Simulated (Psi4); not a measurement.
# Frequency calculation, with input and output: BF (part 1 of 3)

System: BF (13768-60-0).
Method: PBE/def2-SVP, RKS, dispersion D3(BJ) (Psi4 1.11).

The geometry was optimised with PBE/def2-SVP.

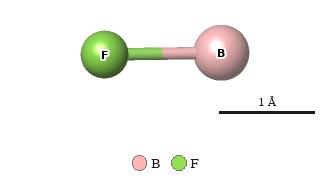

Fig. 1: The structure (ball-and-stick view, seen at a tilt). Bond lengths as drawn: B–F 1.27 Å.

### The input (job.in)
```
memory 1600 mb

molecule molecule1 {
  0 1
  B
  F 1 1.274463
}

set {
  basis                      def2-SVP
  reference                  rks
  t                          900.0
  rotational_symmetry_number 1
}

e_tot, wfn = freq("pbe-d3bj2b", return_wfn=True)
print_variables()
```

Run on 1 thread of Intel Xeon (Sapphire Rapids), 32 GiB of memory available, shared host.

Launched with:
```bash
psi4 -i job.in -o job.out -n 1
```

### The program's output
```
Psi4 1.11 release

         ----------------------------------------------------------
                                   FINDIF
         ----------------------------------------------------------

  Using finite-differences of gradients to determine vibrational frequencies and
  normal modes. Resulting frequencies are only valid at stationary points.
    Generating geometries for use with 3-point formula.
    Displacement size will be 5.00e-03.
    Number of atoms is 2.
    Number of irreps is 4.
    Number of SALCs is 3.
    Translations projected? 1. Rotations projected? 0.
    Index of SALCs per irrep:
      1 :  0
      2 :
      3 :  1
      4 :  2
    Number of SALCs per irrep:
      Irrep 1: 1
      Irrep 2: 0
      Irrep 3: 1
      Irrep 4: 1
    Number of geometries (including reference) is 5.
    Number of displacements per irrep:
      Irrep 1: 2
      Irrep 2: 0
      Irrep 3: 1
      Irrep 4: 1
 5 displacements needed ...

  //>>>>>>>>>>>>>>>>>>>>>>>>>>>>>>>>>>>//
  //    FiniteDifference Computations  //
  //<<<<<<<<<<<<<<<<<<<<<<<<<<<<<<<<<<<//

    -----------------------------------------------------------------------
                               Psi4 1.11 release

    h
    h
    h

    -----------------------------------------------------------------------

    Memory:     1.5 GiB
    Threads:    1
                ecpint, einsums, f̶o̶r̶t̶e̶, gauxc, gcp, g̶d̶m̶a̶, geometric, g̶p̶u̶_̶d̶f̶c̶c̶,
                i̶n̶t̶e̶g̶r̶a̶t̶o̶r̶x̶x̶, i̶p̶i̶, libefp, m̶d̶i̶, m̶p̶2̶d̶, m̶r̶c̶c̶, ooo,
                o̶p̶e̶n̶f̶e̶r̶m̶i̶o̶n̶p̶s̶i̶4̶, pcmsolver, p̶s̶i̶4̶f̶o̶c̶k̶c̶i̶, p̶s̶i̶x̶a̶s̶,
                p̶y̶e̶i̶n̶s̶u̶m̶s̶, r̶e̶s̶p̶, s̶i̶m̶i̶n̶t̶, s̶n̶s̶m̶p̶2̶,
                v̶2̶r̶d̶m̶_̶c̶a̶s̶s̶c̶f̶

gradient() will perform analytic gradient computation.

   => Loading Basis Set <=

    Name: DEF2-SVP
    Role: ORBITAL
    Keyword: BASIS

   => PBE-D3(BJ): Empirical Dispersion <=

        s6 =       1.000000
        s8 =       0.787500
        a1 =       0.428900
        a2 =       4.440700

         ---------------------------------------------------------
                                   SCF
                              RKS Reference
                        1 Threads,   1525 MiB Core
         ---------------------------------------------------------

  ==> Geometry <==

    Molecular point group: c2v
    Full point group: C_inf_v

    Geometry (in Bohr), charge = 0, multiplicity = 1:

       Center              X                  Y                   Z               Mass
    ------------   -----------------  -----------------  -----------------  -----------------
         B            0.000000000000     0.000000000000    -1.524791160856    11.009305360000
         F            0.000000000000     0.000000000000     0.883594866174    18.998403162730

  Running in c2v symmetry.

  Rotational constants: A = ************  B =      1.48901  C =      1.48901 [cm^-1]
  Rotational constants: A = ************  B =  44639.42086  C =  44639.42086 [MHz]
  Nuclear repulsion =   18.684712290705971

  Charge       = 0
  Multiplicity = 1
  Electrons    = 14
  Nalpha       = 7
  Nbeta        = 7

  ==> Algorithm <==

  SCF Algorithm Type is DF.
  DIIS enabled.
  MOM disabled.
  Fractional occupation disabled.
  Guess Type is SAD.
  Energy threshold   = 1.00e-08
  Density threshold  = 1.00e-08
  Integral threshold = 1.00e-12

  ==> Primary Basis <==

  Basis Set: DEF2-SVP
    Blend: DEF2-SVP
    Number of shells: 12
    Number of basis functions: 28
    Number of Cartesian functions: 30
    Spherical Harmonics?: true
    Max angular momentum: 2

  ==> DFT Potential <==

   => LibXC <=

    Version 7.1.2

   => Composite Functional: PBE-D3BJ2B <=

    PBE GGA Exchange-Correlation Functional

    Deriv               =              1
    GGA                 =           TRUE
    Meta                =          FALSE

    Exchange Hybrid     =          FALSE
    MP2 Hybrid          =          FALSE

   => Exchange Functionals <=

    1.0000     XC_GGA_X_PBE

   => Correlation Functionals <=

    1.0000     XC_GGA_C_PBE

   => LibXC Density Thresholds  <==

    XC_GGA_C_PBE:  1.00E-12
    XC_GGA_X_PBE:  1.00E-15

   => Molecular Quadrature <=

    Radial Scheme          =       TREUTLER
    Pruning Scheme         =           NONE
    Nuclear Scheme         =       TREUTLER

    Blocking Scheme        =         OCTREE
    BS radius alpha        =              1
    Pruning alpha          =              1
    Radial Points          =             75
    Spherical Points       =            302
    Total Points           =          43562
    Total Blocks           =            395
    Max Points             =            256
    Max Functions          =             28
    Weights Tolerance      =       1.00E-15

   => Loading Basis Set <=

    Name: (DEF2-SVP AUX)
    Role: JKFIT
    Keyword: DF_BASIS_SCF

  ==> Integral Setup <==

  DFHelper Memory: AOs need 0.001 GiB; user supplied 1.084 GiB.
  SCF_SUBTYPE=INCORE selected. In-core MEM_DF algorithm will be used.
  Using in-core AOs.

  ==> MemDFJK: Density-Fitted J/K Matrices <==

    J tasked:                   Yes
    K tasked:                    No
    wK tasked:                   No
    Memory [MiB]:              1110
    Algorithm:                 Core
    Schwarz Cutoff:           1E-12
    Mask sparsity (%):       0.0000
    Fitting Condition:        1E-10

   => Auxiliary Basis Set <=

  Basis Set: (DEF2-SVP AUX)
    Blend: DEF2-UNIVERSAL-JKFIT
    Number of shells: 50
    Number of basis functions: 152
    Number of Cartesian functions: 182
    Spherical Harmonics?: true
    Max angular momentum: 4

  Cached 100.0% of DFT collocation blocks in 0.033 [GiB].

  Minimum eigenvalue in the overlap matrix is 3.1871352668E-02.
  Reciprocal condition number of the overlap matrix is 1.0313327458E-02.
    Using symmetric orthogonalization.

  ==> Pre-Iterations <==

  SCF Guess: Superposition of Atomic Densities via on-the-fly atomic UHF (no occupation information).

   -------------------------
    Irrep   Nso     Nmo
   -------------------------
     A1        14      14
     A2         2       2
     B1         6       6
     B2         6       6
   -------------------------
    Total      28      28
   -------------------------

  ==> Iterations <==

                           Total Energy        Delta E     RMS |[F,P]|

   @DF-RKS iter SAD:  -124.08124924322442   -1.24081e+02   0.00000e+00
   @DF-RKS iter   1:  -124.39741250571173   -3.16163e-01   1.54116e-02 DIIS/ADIIS
   @DF-RKS iter   2:  -124.38405744406681    1.33551e-02   2.17339e-02 DIIS/ADIIS
   @DF-RKS iter   3:  -124.41962161995949   -3.55642e-02   6.15151e-03 DIIS/ADIIS
   @DF-RKS iter   4:  -124.42445590523457   -4.83429e-03   6.91060e-04 DIIS/ADIIS
   @DF-RKS iter   5:  -124.42450630154106   -5.03963e-05   2.87188e-05 DIIS
   @DF-RKS iter   6:  -124.42450642359736   -1.22056e-07   3.01006e-06 DIIS
   @DF-RKS iter   7:  -124.42450642446998   -8.72618e-10   2.10497e-07 DIIS
   @DF-RKS iter   8:  -124.42450642447670   -6.72173e-12   1.97714e-08 DIIS
   @DF-RKS iter   9:  -124.42450642447680   -9.94760e-14   1.25707e-09 DIIS
  Energy and wave function converged.

  ==> Post-Iterations <==

   Electrons on quadrature grid:
      Ntotal   =   14.0000024918 ; deviation = 2.492e-06

    Orbital Energies [Eh]
    ---------------------

    Doubly Occupied:

       1A1   -24.351104     2A1    -6.618846     3A1    -1.174310
       4A1    -0.551321     1B1    -0.467469     1B2    -0.467469
       5A1    -0.243043

    Virtual:

       2B1    -0.075186     2B2    -0.075186     6A1     0.084267
       7A1     0.218571     3B2     0.259250     3B1     0.259250
       8A1     0.443793     9A1     0.957658     1A2     0.957658
       4B2     0.998486     4B1     0.998486    10A1     1.002698
       5B2     1.179636     5B1     1.179636    11A1     1.424097
      12A1     1.562267    13A1     2.895937     2A2     2.895942
       6B2     3.184357     6B1     3.184357    14A1     3.666623

    Final Occupation by Irrep:
             A1    A2    B1    B2
    DOCC [     5,    0,    1,    1 ]
    NA   [     5,    0,    1,    1 ]
    NB   [     5,    0,    1,    1 ]

  @DF-RKS Final Energy:  -124.42450642447680

   => Energetics <=

    Nuclear Repulsion Energy =             18.6847122907059706
    One-Electron Energy =                -208.2732810503172800
    Two-Electron Energy =                  79.4349639734470117
    DFT Exchange-Correlation Energy =     -14.2705700133122040
    Empirical Dispersion Energy =          -0.0003316250002888
    VV10 Nonlocal Energy =                  0.0000000000000000
    Total Energy =                       -124.4245064244768031

Computation Completed

Properties will be evaluated at   0.000000,   0.000000,   0.000000 [a0]

Properties computed using the SCF density matrix

 Multipole Moments:

 ------------------------------------------------------------------------------------
     Multipole            Electronic (a.u.)      Nuclear  (a.u.)        Total (a.u.)
 ------------------------------------------------------------------------------------

 L = 1.  Multiply by 2.5417464519 to convert [e a0] to [Debye]
 Dipole X            :          0.0000000            0.0000000            0.0000000
 Dipole Y            :          0.0000000            0.0000000            0.0000000
 Dipole Z            :          0.1716924            0.3283980            0.5000904
 Magnitude           :                                                    0.5000904

 ------------------------------------------------------------------------------------

	total time  =          1 seconds =       0.02 minutes

         ------------------------------------------------------------
                                   SCF GRAD
         ------------------------------------------------------------

  ==> Geometry <==

    Molecular point group: c2v
    Full point group: C_inf_v

    Geometry (in Bohr), charge = 0, multiplicity = 1:

       Center              X                  Y                   Z               Mass
    ------------   -----------------  -----------------  -----------------  -----------------
         B            0.000000000000     0.000000000000    -1.524791160856    11.009305360000
         F            0.000000000000     0.000000000000     0.883594866174    18.998403162730

  Nuclear repulsion =   18.684712290705971

  ==> Basis Set <==

  Basis Set: DEF2-SVP
    Blend: DEF2-SVP
    Number of shells: 12
    Number of basis functions: 28
    Number of Cartesian functions: 30
    Spherical Harmonics?: true
    Max angular momentum: 2

  ==> DFJKGrad: Density-Fitted SCF Gradients <==

    Gradient:                    1
    J tasked:                  Yes
    K tasked:                   No
    wK tasked:                  No
    Integrals threads:           1
    Memory [MiB]:             1144
    Schwarz Cutoff:          1E-12
    Fitting Condition:       1E-10

   => Auxiliary Basis Set <=

  Basis Set: (DEF2-SVP AUX)
    Blend: DEF2-UNIVERSAL-JKFIT
    Number of shells: 50
    Number of basis functions: 152
    Number of Cartesian functions: 182
    Spherical Harmonics?: true
    Max angular momentum: 4

   => Molecular Quadrature <=

    Radial Scheme          =       TREUTLER
    Pruning Scheme         =           NONE
    Nuclear Scheme         =       TREUTLER

    Blocking Scheme        =         OCTREE
    BS radius alpha        =              1
    Pruning alpha          =              1
    Radial Points          =             75
    Spherical Points       =            302
    Total Points           =          43562
    Total Blocks           =            395
    Max Points             =            256
    Max Functions          =             28
    Weights Tolerance      =       1.00E-15

  -Total Gradient:
     Atom            X                  Y                   Z
    ------   -----------------  -----------------  -----------------
       1        0.000000000000    -0.000000000000     0.000129284139
       2        0.000000000000    -0.000000000000    -0.000162650955

	total time  =          0 seconds =       0.00 minutes

    Psi4 run time: 0:00:01.22

    -----------------------------------------------------------------------
                               Psi4 1.11 release

    h
    h
    h

    -----------------------------------------------------------------------

    Memory:     1.5 GiB
    Threads:    1
                ecpint, einsums, f̶o̶r̶t̶e̶, gauxc, gcp, g̶d̶m̶a̶, geometric, g̶p̶u̶_̶d̶f̶c̶c̶,
                i̶n̶t̶e̶g̶r̶a̶t̶o̶r̶x̶x̶, i̶p̶i̶, libefp, m̶d̶i̶, m̶p̶2̶d̶, m̶r̶c̶c̶, ooo,
                o̶p̶e̶n̶f̶e̶r̶m̶i̶o̶n̶p̶s̶i̶4̶, pcmsolver, p̶s̶i̶4̶f̶o̶c̶k̶c̶i̶, p̶s̶i̶x̶a̶s̶,
                p̶y̶e̶i̶n̶s̶u̶m̶s̶, r̶e̶s̶p̶, s̶i̶m̶i̶n̶t̶, s̶n̶s̶m̶p̶2̶,
                v̶2̶r̶d̶m̶_̶c̶a̶s̶s̶c̶f̶

gradient() will perform analytic gradient computation.

  ==> Geometry <==

    Molecular point group: c2v
    Full point group: C_inf_v

    Geometry (in Bohr), charge = 0, multiplicity = 1:

       Center              X                  Y                   Z               Mass
    ------------   -----------------  -----------------  -----------------  -----------------
         B            0.000000000000     0.000000000000    -1.525990196735    11.009305360000
         F            0.000000000000     0.000000000000     0.884289690471    18.998403162730

  Running in c2v symmetry.

  Rotational constants: A = ************  B =      1.48667  C =      1.48667 [cm^-1]
  Rotational constants: A = ************  B =  44569.29821  C =  44569.29821 [MHz]
  Nuclear repulsion =   18.670030911703588

  Charge       = 0
  Multiplicity = 1
  Electrons    = 14
  Nalpha       = 7
  Nbeta        = 7

   => Molecular Quadrature <=

    Radial Scheme          =       TREUTLER
    Pruning Scheme         =           NONE
    Nuclear Scheme         =       TREUTLER

    Blocking Scheme        =         OCTREE
    BS radius alpha        =              1
    Pruning alpha          =              1
    Radial Points          =             75
    Spherical Points       =            302
    Total Points           =          43567
    Total Blocks           =            395
    Max Points             =            256
    Max Functions          =             28
    Weights Tolerance      =       1.00E-15

   => Auxiliary Basis Set <=

  Basis Set: (DEF2-SVP AUX)
    Blend: DEF2-UNIVERSAL-JKFIT
    Number of shells: 50
    Number of basis functions: 152
    Number of Cartesian functions: 182
    Spherical Harmonics?: true
    Max angular momentum: 4

  Cached 100.0% of DFT collocation blocks in 0.033 [GiB].

  Minimum eigenvalue in the overlap matrix is 3.1978682701E-02.
  Reciprocal condition number of the overlap matrix is 1.0350634556E-02.
    Using symmetric orthogonalization.

  ==> Iterations <==

                           Total Energy        Delta E     RMS |[F,P]|
```
